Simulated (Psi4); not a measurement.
# SnH3Se (SMILES [SeH][SnH2]) at U-revPBE/def2-TZVP (core potential)

Aim: the vertical ionisation energy of SnH3Se at U-revPBE/def2-TZVP (core potential), from 2 runs. Input form: an ASE script.

The results are computed with Psi4 1.11.

### 1 The structure to begin with

The species is SnH3Se (5 atoms), meant as a doublet with charge 0. SMILES: `[SeH][SnH2]`. The coordinates come from a PBE0-D4/def2-TZVP relaxation. This is one conformer, not always the lowest.

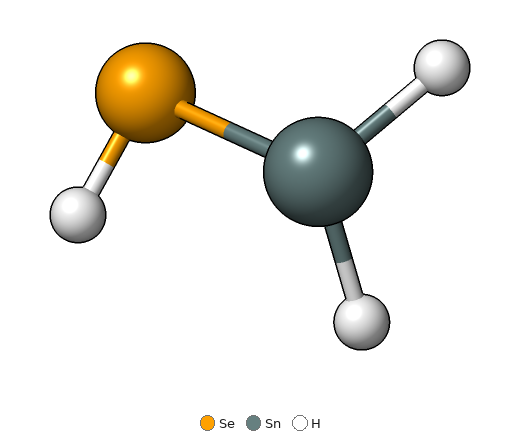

Viewed from a chosen angle; selenium orange, tin teal, hydrogen white.

### 2 Energy and forces at U-revPBE/def2-TZVP (core potential)

Input file run.py:

```python
import numpy as np
from ase.calculators.psi4 import Psi4
from ase import Atoms

atoms = Atoms(['Se', 'Sn', 'H', 'H', 'H'], positions=[
    [1.009200, -0.943500, 1.084400],
    [0.052500, 0.454000, -0.809900],
    [0.054300, -2.031300, 0.835000],
    [-1.669100, 0.397200, -0.687400],
    [0.603000, 2.050000, -0.463300],
])
calc = Psi4(atoms=atoms, method='revpbe', basis='def2-TZVP', memory='1600MB', num_threads=1, charge=0, multiplicity=2, label='h3sesn', reference='uks')
calc.psi4.set_options({'puream': True, 'e_convergence': 1e-09, 'd_convergence': 1e-08, 'scf_type': 'pk', 'dft_radial_points': 99, 'dft_spherical_points': 590, 'maxiter': 200})
atoms.calc = calc

forces = atoms.get_forces()
print(f'energy: {atoms.get_potential_energy():.6f} eV')
print('forces / eV A^-1')
print(np.round(forces, 5))
```

Command:

```
python run.py
```

h3sesn.dat, shortened:

```text
[...]
    !!!  WARNING: ECP capability is in beta. Please check occupations closely.  !!!
[...]
  Running in c1 symmetry.
[...]
  Nuclear repulsion =  196.366997372113474
[...]
  Multiplicity = 2
[...]
  Nalpha       = 30
  Nbeta        = 29
[...]
    Number of basis functions: 116
[...]
 WARNING: Atomic UHF is not converging! Try casting from a smaller basis or call Rob at CCMST.
   -------------------------
[...]
   @UKS iter   1: -2616.51501447480268   -2.39425e+00   1.96182e-02 DIIS/ADIIS
[...]
   @UKS iter  14: -2617.49254196224592   -2.13731e-11   7.23550e-09 DIIS
[...]
   @S^2 Observed:                7.522104006E-01
[...]
    Orbital Energies [Eh]
    ---------------------
    Alpha Occupied:
       1A   -452.129893     2A    -57.417887     3A    -51.557817
       4A    -51.557101     5A    -51.555175     6A     -7.549964
       7A     -5.538035     8A     -5.535350     9A     -5.529237
      10A     -4.901885    11A     -3.284263    12A     -3.281320
      13A     -3.279152    14A     -1.975513    15A     -1.974863
      16A     -1.970108    17A     -1.968116    18A     -1.967207
      19A     -0.947210    20A     -0.944823    21A     -0.944328
      22A     -0.942493    23A     -0.940695    24A     -0.640333
      25A     -0.456272    26A     -0.354771    27A     -0.297281
      28A     -0.280142    29A     -0.235065    30A     -0.183009
    Alpha Virtual:
[...]
  @UKS Final Energy: -2617.49254196224592
   => Energetics <=
    Nuclear Repulsion Energy =            196.3669973721134738
    One-Electron Energy =               -4113.3618621741879906
    Two-Electron Energy =                1405.6223667184149235
    DFT Exchange-Correlation Energy =    -106.1200438785861166
    Empirical Dispersion Energy =           0.0000000000000000
    VV10 Nonlocal Energy =                  0.0000000000000000
    Total Energy =                      -2617.4925419622459231
[...]
 Multipole Moments:
 ------------------------------------------------------------------------------------
     Multipole            Electronic (a.u.)      Nuclear  (a.u.)        Total (a.u.)
 ------------------------------------------------------------------------------------
 L = 1.  Multiply by 2.5417464519 to convert [e a0] to [Debye]
 Dipole X            :        -18.0722175           17.8819925           -0.1902251
 Dipole Y            :         29.6166407          -29.6664628           -0.0498221
 Dipole Z            :        -41.6369276           41.3234341           -0.3134936
 Magnitude           :                                                    0.3700622
[...]
  -Total Gradient:
     Atom            X                  Y                   Z
    ------   -----------------  -----------------  -----------------
       1       -0.006969220171     0.000130195405    -0.007323479417
       2       -0.000826800108     0.000624496596     0.008627600520
       3        0.003836112265     0.004331429329     0.000883303552
       4        0.005439548744    -0.000092382745    -0.000646551948
       5       -0.001477957670    -0.004986080119    -0.001542004845
[...]
```

Standard output:

```text
energy: -71225.599975 eV
forces / eV A^-1
[[ 0.35837 -0.00669  0.37659]
 [ 0.04252 -0.03211 -0.44365]
 [-0.19726 -0.22273 -0.04542]
 [-0.27971  0.00475  0.03325]
 [ 0.076    0.25639  0.07929]]
```

Run time: 60 s. Hardware: 1 thread of Intel Xeon Platinum 8375C at 2.90GHz (Ice Lake), shared host; peak memory 0.76 GiB.

### 3 The singlet cation

Input file h3sesn_ase.py:

```python
import numpy as np
from ase.calculators.psi4 import Psi4
from ase import Atoms

mol = Atoms(['Se', 'Sn', 'H', 'H', 'H'], positions=[
    [1.009200, -0.943500, 1.084400],
    [0.052500, 0.454000, -0.809900],
    [0.054300, -2.031300, 0.835000],
    [-1.669100, 0.397200, -0.687400],
    [0.603000, 2.050000, -0.463300],
])
calc = Psi4(atoms=mol, method='revpbe', basis='def2-TZVP', memory='1600MB', num_threads=1, charge=1, multiplicity=1, label='calc')
calc.psi4.set_options({'puream': True, 'e_convergence': 1e-09, 'd_convergence': 1e-08, 'scf_type': 'pk', 'dft_radial_points': 99, 'dft_spherical_points': 590})
mol.calc = calc

forces = mol.get_forces()
print(f'energy: {mol.get_potential_energy():.6f} eV')
print('forces / eV A^-1')
print(np.round(forces, 5))
```

Command:

```
python h3sesn_ase.py
```

calc.dat, shortened:

```text
[...]
    !!!  WARNING: ECP capability is in beta. Please check occupations closely.  !!!
[...]
  Running in c1 symmetry.
[...]
  Nuclear repulsion =  196.366997372113474
[...]
  Multiplicity = 1
[...]
  Nalpha       = 29
  Nbeta        = 29
[...]
    Number of basis functions: 116
[...]
 WARNING: Atomic UHF is not converging! Try casting from a smaller basis or call Rob at CCMST.
   -------------------------
[...]
   @RKS iter   1: -2616.39963302754222   -2.27887e+00   1.89230e-02 DIIS/ADIIS
[...]
   @RKS iter  15: -2617.20725435042959   -3.63798e-12   1.31006e-09 DIIS
[...]
  @RKS Final Energy: -2617.20725435042959
   => Energetics <=
    Nuclear Repulsion Energy =            196.3669973721134738
    One-Electron Energy =               -4099.7328231658193545
    Two-Electron Energy =                1392.0011083317949669
    DFT Exchange-Correlation Energy =    -105.8425368885185662
    Empirical Dispersion Energy =           0.0000000000000000
    VV10 Nonlocal Energy =                  0.0000000000000000
    Total Energy =                      -2617.2072543504295936
[...]
 Multipole Moments:
 ------------------------------------------------------------------------------------
     Multipole            Electronic (a.u.)      Nuclear  (a.u.)        Total (a.u.)
 ------------------------------------------------------------------------------------
 L = 1.  Multiply by 2.5417464519 to convert [e a0] to [Debye]
 Dipole X            :        -18.2956274           17.8819925           -0.4136349
 Dipole Y            :         29.7520313          -29.6664628            0.0855685
 Dipole Z            :        -41.9914299           41.3234341           -0.6679958
 Magnitude           :                                                    0.7903380
[...]
  -Total Gradient:
     Atom            X                  Y                   Z
    ------   -----------------  -----------------  -----------------
       1       -0.006126131941    -0.006375711773     0.012071693438
       2        0.006718111781    -0.007028440845    -0.033356798716
       3        0.006423274171     0.005899886682    -0.000251779078
       4       -0.000019496980     0.007306537623     0.011826962066
       5       -0.006993968313     0.000205544640     0.009707492105
[...]
```

Standard output:

```text
energy: -71217.836904 eV
forces / eV A^-1
[[ 3.15020e-01  3.27850e-01 -6.20750e-01]
 [-3.45460e-01  3.61420e-01  1.71528e+00]
 [-3.30300e-01 -3.03380e-01  1.29500e-02]
 [ 1.00000e-03 -3.75720e-01 -6.08170e-01]
 [ 3.59640e-01 -1.05700e-02 -4.99180e-01]]
```

Run time: 47 s. Hardware: 1 thread of Intel Xeon Platinum 8375C at 2.90GHz (Ice Lake), shared host; peak memory 0.76 GiB.

### 4 Outcome

At U-revPBE/def2-TZVP (core potential):

```
                                          quantity           value
                      doublet SnH3Se: total energy  -2617.49254 Eh
                     doublet SnH3Se: dipole moment          0.94 D
doublet SnH3Se: HOMO energy (highest over α and β)        -4.98 eV
 doublet SnH3Se: LUMO energy (lowest over α and β)        -4.02 eV
                              doublet SnH3Se: ⟨S²⟩           0.752
          doublet SnH3Se: largest force on an atom      0.520 eV/Å
                      singlet cation: total energy  -2617.20725 Eh
                       singlet cation: HOMO energy       -12.05 eV
                       singlet cation: LUMO energy       -10.52 eV
                     singlet cation: HOMO–LUMO gap         1.53 eV
          singlet cation: largest force on an atom      1.787 eV/Å
vertical ionisation energy (to the singlet cation)        7.763 eV
```

**Reading.** The vertical ionisation energy comes to 7.76 eV (179 kcal/mol). The largest force (doublet SnH3Se) is 0.52 eV/Å: the shape isn't a stationary point for this species at this level. Only the singlet of the ionised species was computed; a triplet could lie lower.
